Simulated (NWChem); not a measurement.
# A workflow on MgNH3 (SMILES [NH2][MgH]), part 1 of 2

Aim: a geometry optimisation (S12h/3-21G), then vibrational wavenumbers, then the vertical excitations (TDA-S12h/3-21G) of MgNH3. 

The calculation is run with NWChem 7.3.0.

## 1. The molecule

MgNH3: 5 atoms, total charge 0, spin state singlet. SMILES: `[NH2][MgH]`. All atoms were displaced at random from a relaxed shape. The run starts from this shape.

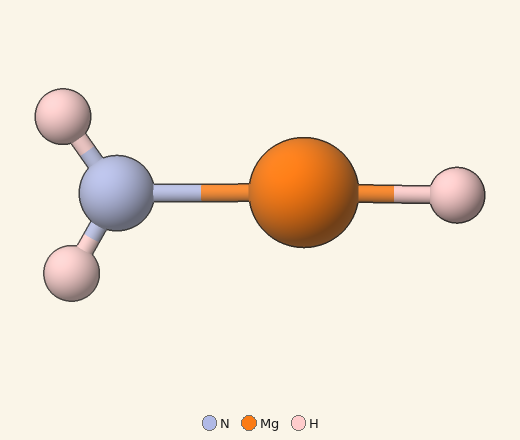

The structure, seen from a chosen angle (nitrogen light blue, magnesium orange, hydrogen pink).

## 2. A geometry optimisation at S12h/3-21G (run 1)

h3mgn.nw reads:

```
start h3mgn
title "H3MgN"
memory stack 880 mb heap 220 mb global 1100 mb

geometry noautosym
   zmatrix
     N
     Mg 1 1.974801
     H 1 0.974972 2 119.91493
     H 1 0.986185 3 115.4927 2 -178.16989
     H 2 1.612931 3 159.29005 1 -169.86103
   end
end

basis
   N library 3-21G
   Mg library 3-21G
   H library 3-21G
end

dft
   xc s12h
   mult 1
   grid medium
   convergence energy 1e-07
   print low
end

driver
   tight
   maxiter 50
end

task dft optimize
```

Run with:

```console
$ nwchem h3mgn.nw > h3mgn.out
```

Log:

```text
Northwest Computational Chemistry Package (NWChem) 7.3.0
             --------------------------------------------------------

           Job information
           ---------------

    nwchem branch   = 7.3.0
    use scalapack   = T
    input           = h3mgn.nw
    prefix          = h3mgn.
    data base       = ./h3mgn.db
    status          = startup
    nproc           =        1

           Memory information
           ------------------

    heap     =     28835838 doubles =      220.0 Mbytes
    stack    =    115343355 doubles =      880.0 Mbytes
    global   =    144179200 doubles =     1100.0 Mbytes (distinct from heap & stack)
    total    =    288358393 doubles =     2200.0 Mbytes
    verify   = yes
    hardfail = no

           Directory information
           ---------------------

  0 permanent = .
  0 scratch   = .

                                NWChem Input Module
                                -------------------

                                       H3MgN
                                       -----

 Scaling coordinates for geometry "geometry" by  1.889725989
 (inverse scale =  0.529177249)

                             Geometry "geometry" -> ""
                             -------------------------

 Output coordinates in angstroms (scale by  1.889725989 to convert to a.u.)

  No.       Tag          Charge          X              Y              Z
 ---- ---------------- ---------- -------------- -------------- --------------
    1 N                    7.0000    -0.00338770    -0.00327188    -1.19254375
    2 Mg                  12.0000    -0.00338770    -0.00327188     0.78225725
    3 H                    1.0000     0.84168568    -0.00327188    -1.67877556
    4 H                    1.0000    -0.81500056    -0.03170036    -1.75204106
    5 H                    1.0000     0.03768118     0.09713792     2.39153586

      Atomic Mass
      -----------

      N                 14.003070
      Mg                23.985040
      H                  1.007825

 Effective nuclear repulsion energy (a.u.)      40.4327289963

            Nuclear Dipole moment (a.u.)
            ----------------------------
        X                 Y               Z
 ---------------- ---------------- ----------------
    -0.0000000000     0.0000000000    -0.0000000000

                                Z-matrix (user)
                                --------

 Units are Angstrom for bonds and degrees for angles

      Type          Name      I     J     K     L     M      Value
      ----------- --------  ----- ----- ----- ----- ----- ----------
    1 Stretch                  2     1                       1.97480
    2 Stretch                  3     1                       0.97497
    3 Bend                     3     1     2               119.91493
    4 Stretch                  4     1                       0.98619
    5 Bend                     4     1     3               115.49270
    6 Torsion                  4     1     3     2        -178.16989
    7 Stretch                  5     2                       1.61293
    8 Bend                     5     2     3               159.29005
    9 Torsion                  5     2     3     1        -169.86103

            XYZ format geometry
            -------------------
     5
 geometry
 N                    -0.00338770    -0.00327188    -1.19254375
 Mg                   -0.00338770    -0.00327188     0.78225725
 H                     0.84168568    -0.00327188    -1.67877556
 H                    -0.81500056    -0.03170036    -1.75204106
 H                     0.03768118     0.09713792     2.39153586

 ==============================================================================
                                internuclear distances
 ------------------------------------------------------------------------------
       center one      |      center two      | atomic units |  angstroms
 ------------------------------------------------------------------------------
    2 Mg               |   1 N                |     3.73183  |     1.97480
    3 H                |   1 N                |     1.84243  |     0.97497
    4 H                |   1 N                |     1.86362  |     0.98619
    5 H                |   2 Mg               |     3.04800  |     1.61293
 ------------------------------------------------------------------------------
                         number of included internuclear distances:          4
 ==============================================================================

 ==============================================================================
                                 internuclear angles
 ------------------------------------------------------------------------------
        center 1       |       center 2       |       center 3       |  degrees
 ------------------------------------------------------------------------------
    2 Mg               |   1 N                |   3 H                |   119.91
    2 Mg               |   1 N                |   4 H                |   124.56
    3 H                |   1 N                |   4 H                |   115.49
    1 N                |   2 Mg               |   5 H                |   176.14
 ------------------------------------------------------------------------------
                            number of included internuclear angles:          4
 ==============================================================================

                      Basis "ao basis" -> "" (cartesian)
                      -----
  [basis functions not shown]

[... 71 lines left out ...]
            Nuclear Dipole moment (a.u.)
[... 31 lines left out ...]
           Coulomb energy =      163.897401820986
[... 22 lines left out ...]
@    0    -255.12994710  0.0D+00  0.03964  0.01978  0.00000  0.00000      1.1
[... 44 lines left out ...]
           Coulomb energy =      163.762318777789
[... 11 lines left out ...]
 new step= 1.00                   predicted energy=   -255.135564
[... 60 lines left out ...]
@    1    -255.13556383 -5.6D-03  0.01844  0.00914  0.03389  0.07402      2.1
[... 43 lines left out ...]
           Coulomb energy =      164.125558064912
[... 11 lines left out ...]
 new step= 1.73                   predicted energy=   -255.137976
[... 59 lines left out ...]
      One electron energy =     -435.994846072105
[... 23 lines left out ...]
@    2    -255.13795114 -2.4D-03  0.00553  0.00310  0.03580  0.06426      3.6
[... 42 lines left out ...]
           Coulomb energy =      164.556534245021
[... 11 lines left out ...]
 new step= 1.10                   predicted energy=   -255.138366
[... 59 lines left out ...]
      One electron energy =     -436.321192885856
[... 23 lines left out ...]
@    3    -255.13836566 -4.1D-04  0.00294  0.00147  0.02930  0.08404      5.0
[... 42 lines left out ...]
           Coulomb energy =      164.538756573931
[... 11 lines left out ...]
 new step= 1.66                   predicted energy=   -255.138412
[... 59 lines left out ...]
      One electron energy =     -436.216699710842
[... 23 lines left out ...]
@    4    -255.13841215 -4.6D-05  0.00218  0.00084  0.00634  0.01245      6.3
[... 42 lines left out ...]
           Coulomb energy =      164.489804752076
[... 11 lines left out ...]
 new step= 2.27                   predicted energy=   -255.138434
[... 59 lines left out ...]
      One electron energy =     -436.103880713273
[... 23 lines left out ...]
@    5    -255.13843433 -2.2D-05  0.00074  0.00030  0.00954  0.01908      7.7
[... 41 lines left out ...]
           Coulomb energy =      164.450368654315
[... 11 lines left out ...]
 new step= 1.00                   predicted energy=   -255.138436
[... 59 lines left out ...]
@    6    -255.13843631 -2.0D-06  0.00035  0.00014  0.00174  0.00400      8.4
[... 40 lines left out ...]
           Coulomb energy =      164.452621142017
[... 11 lines left out ...]
 new step= 1.00                   predicted energy=   -255.138438
[... 59 lines left out ...]
@    7    -255.13843767 -1.4D-06  0.00030  0.00014  0.00208  0.00442      9.0
[... 41 lines left out ...]
           Coulomb energy =      164.460522033031
[... 11 lines left out ...]
 new step= 1.00                   predicted energy=   -255.138439
[... 59 lines left out ...]
@    8    -255.13843878 -1.1D-06  0.00020  0.00007  0.00287  0.00561      9.7
[... 38 lines left out ...]
           Coulomb energy =      164.463707093961
[... 11 lines left out ...]
 new step= 1.00                   predicted energy=   -255.138439
[... 58 lines left out ...]
@    9    -255.13843888 -1.0D-07  0.00005  0.00002  0.00048  0.00101     10.1
[... 38 lines left out ...]
           Coulomb energy =      164.464547216389
[... 11 lines left out ...]
 new step= 1.00                   predicted energy=   -255.138439
[... 58 lines left out ...]
@   10    -255.13843887  8.5D-09  0.00001  0.00000  0.00012  0.00035     10.6
[... 39 lines left out ...]
           Coulomb energy =      164.463408535176
[... 11 lines left out ...]
 new step= 1.00                   predicted energy=   -255.138439
[... 58 lines left out ...]
@   11    -255.13843890 -2.6D-08  0.00001  0.00000  0.00005  0.00011     11.1
[... 39 lines left out ...]
           Coulomb energy =      164.463273476316
[... 11 lines left out ...]
 new step= 1.00                   predicted energy=   -255.138439
[... 13 lines left out ...]
  No.       Tag          Charge          X              Y              Z
 ---- ---------------- ---------- -------------- -------------- --------------
    1 N                    7.0000     0.01122055    -0.00912926    -1.14697835
    2 Mg                  12.0000     0.01188547     0.03539883     0.73520334
    3 H                    1.0000     0.83286984    -0.00952430    -1.75010975
    4 H                    1.0000    -0.81083239    -0.03734594    -1.74888879
    5 H                    1.0000     0.01244743     0.07622259     2.46120629

      Atomic Mass
      -----------

      N                 14.003070
      Mg                23.985040
      H                  1.007825

 Effective nuclear repulsion energy (a.u.)      41.0030742274

            Nuclear Dipole moment (a.u.)
            ----------------------------
        X                 Y               Z
 ---------------- ---------------- ----------------
     0.4831167029     0.7374343063    -0.4614722734

                                 NWChem DFT Module
                                 -----------------

                                       H3MgN

  The DFT is already converged

         Total DFT energy =   -255.138438898741

                         DFT ENERGY GRADIENTS

    atom               coordinates                        gradient
                 x          y          z           x          y          z
   1 N       0.021204  -0.017252  -2.167475   -0.000004   0.000002  -0.000001
   2 Mg      0.022460   0.066894   1.389333    0.000001  -0.000000  -0.000001
   3 H       1.573896  -0.017998  -3.307228    0.000000  -0.000001   0.000000
   4 H      -1.532251  -0.070574  -3.304921    0.000003  -0.000001   0.000002
   5 H       0.023522   0.144040   4.651005   -0.000000  -0.000000  -0.000000

  no constraints, skipping    0.0000000000000000

  ---- ---------------- -------- -------- -------- -------- -------- --------
@   12    -255.13843890 -1.7D-10  0.00000  0.00000  0.00001  0.00002     11.6
                                     ok       ok       ok       ok

                                Z-matrix (user)
                                --------

 Units are Angstrom for bonds and degrees for angles

      Type          Name      I     J     K     L     M      Value     Gradient
      ----------- --------  ----- ----- ----- ----- ----- ---------- ----------
    1 Stretch                  2     1                       1.88271   -0.00000
    2 Stretch                  3     1                       1.01925    0.00000
    3 Bend                     3     1     2               126.24917   -0.00000
[... 5 lines of this table left out ...]
    9 Torsion                  5     2     3     1         179.99908   -0.00000

      ----------------------
      Optimization converged
      ----------------------

  ---- ---------------- -------- -------- -------- -------- -------- --------
@   12    -255.13843890 -1.7D-10  0.00000  0.00000  0.00001  0.00002     11.6
                                     ok       ok       ok       ok

                                Z-matrix (user)
                                --------

 Units are Angstrom for bonds and degrees for angles

      Type          Name      I     J     K     L     M      Value     Gradient
      ----------- --------  ----- ----- ----- ----- ----- ---------- ----------
    1 Stretch                  2     1                       1.88271   -0.00000
    2 Stretch                  3     1                       1.01925    0.00000
    3 Bend                     3     1     2               126.24917   -0.00000
[... 5 lines of this table left out ...]
    9 Torsion                  5     2     3     1         179.99908   -0.00000

                         Geometry "geometry" -> "geometry"
                         ---------------------------------

 Output coordinates in angstroms (scale by  1.889725989 to convert to a.u.)

  No.       Tag          Charge          X              Y              Z
 ---- ---------------- ---------- -------------- -------------- --------------
    1 N                    7.0000     0.01122055    -0.00912926    -1.14697835
    2 Mg                  12.0000     0.01188547     0.03539883     0.73520334
    3 H                    1.0000     0.83286984    -0.00952430    -1.75010975
    4 H                    1.0000    -0.81083239    -0.03734594    -1.74888879
    5 H                    1.0000     0.01244743     0.07622259     2.46120629

      Atomic Mass
      -----------

      N                 14.003070
      Mg                23.985040
      H                  1.007825

 Effective nuclear repulsion energy (a.u.)      41.0030742274

            Nuclear Dipole moment (a.u.)
            ----------------------------
        X                 Y               Z
 ---------------- ---------------- ----------------
     0.4831167029     0.7374343063    -0.4614722734

                Final and change from initial internal coordinates
                --------------------------------------------------

                                Z-matrix (user)
                                --------

 Units are Angstrom for bonds and degrees for angles

      Type          Name      I     J     K     L     M      Value       Change
      ----------- --------  ----- ----- ----- ----- ----- ---------- ----------
    1 Stretch                  2     1                       1.88271   -0.09209
    2 Stretch                  3     1                       1.01925    0.04428
    3 Bend                     3     1     2               126.24917    6.33424
[... 5 lines of this table left out ...]
    9 Torsion                  5     2     3     1         179.99908  -10.13989

 ==============================================================================
                                internuclear distances
 ------------------------------------------------------------------------------
       center one      |      center two      | atomic units |  angstroms
 ------------------------------------------------------------------------------
    2 Mg               |   1 N                |     3.55780  |     1.88271
    3 H                |   1 N                |     1.92611  |     1.01925
    4 H                |   1 N                |     1.92610  |     1.01925
    5 H                |   2 Mg               |     3.26259  |     1.72649
 ------------------------------------------------------------------------------
                         number of included internuclear distances:          4
 ==============================================================================

 ==============================================================================
                                 internuclear angles
 ------------------------------------------------------------------------------
        center 1       |       center 2       |       center 3       |  degrees
 ------------------------------------------------------------------------------
    2 Mg               |   1 N                |   3 H                |   126.25
    2 Mg               |   1 N                |   4 H                |   126.25
    3 H                |   1 N                |   4 H                |   107.50
    1 N                |   2 Mg               |   5 H                |   180.00
 ------------------------------------------------------------------------------
                            number of included internuclear angles:          4
 ==============================================================================

 Task  times  cpu:       11.6s     wall:       11.6s
 Total times  cpu:       11.6s     wall:       11.6s
```

Wall time 12 s (1 thread of Intel Xeon Platinum 8488C (Sapphire Rapids), shared host); peak memory 0.12 GiB.

Step by step:

```tsv
step	energy from the first frame kept (eV)
0	0.0000
1	-0.1528
2	-0.2178
3	-0.2291
4	-0.2303
5	-0.2310
6	-0.2310
7	-0.2310
8	-0.2311
9	-0.2311
10	-0.2311
11	-0.2311
12	-0.2311
```

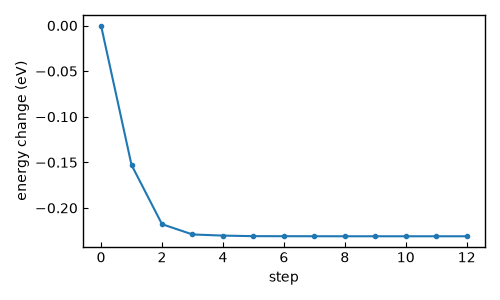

Energy along the run.

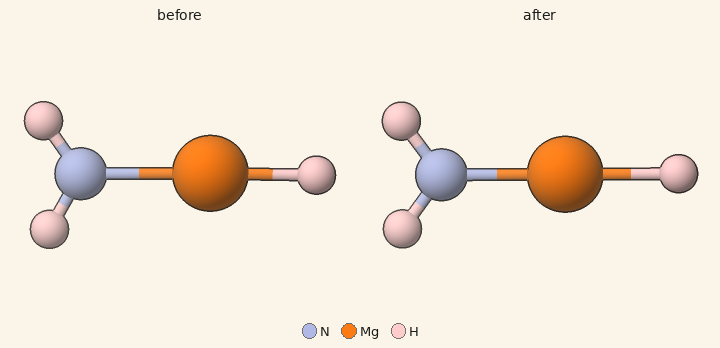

Before and after, at one scale.

After the run. Bond lengths: N1–Mg2 1.883 Å, N1–H3 1.019 Å, N1–H4 1.019 Å, Mg2–H5 1.726 Å. Angles: N1–Mg2–H5 180.0°, Mg2–N1–H3 126.2°, Mg2–N1–H4 126.3°, H3–N1–H4 107.5°.

(Continued in part 2 of 2.)
